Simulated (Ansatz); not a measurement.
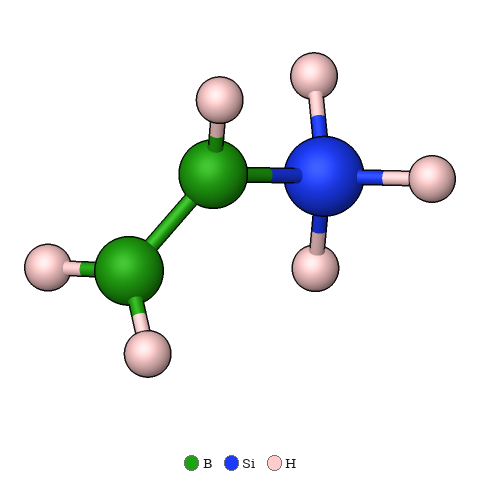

Geometry used (B₂SiH₆, SMILES BB[SiH3]).

Kohn-Sham orbital energies near the frontier, r2SCANh/def2-TZVPP in the Ansatz code, at a PBE0-D4/def2-TZVP geometry (a minimum by its frequencies), isolated molecule; empty levels in grey, levels within 0.03 eV side by side.

**Where do the frontier orbitals lie?**

HOMO at −7.50 eV, LUMO at −2.50 eV, 5.00 eV apart.

**How far below the HOMO does the next level lie?**

1.17 eV.

**List the levels.**

```csv
orbital,energy (eV)
LUMO+5,1.86
LUMO+4,1.39
LUMO+3,1.27
LUMO+2,0.91
LUMO+1,−1.91
LUMO,−2.50
HOMO,−7.50
HOMO−1,−8.67
HOMO−2,−9.25
HOMO−3,−9.52
HOMO−4,−9.60
HOMO−5,−11.89
HOMO−6,−13.79
```

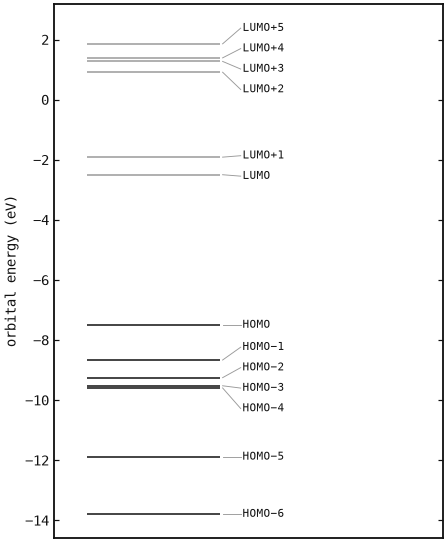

Known limits of this run: empty levels above zero depend strongly on the basis.
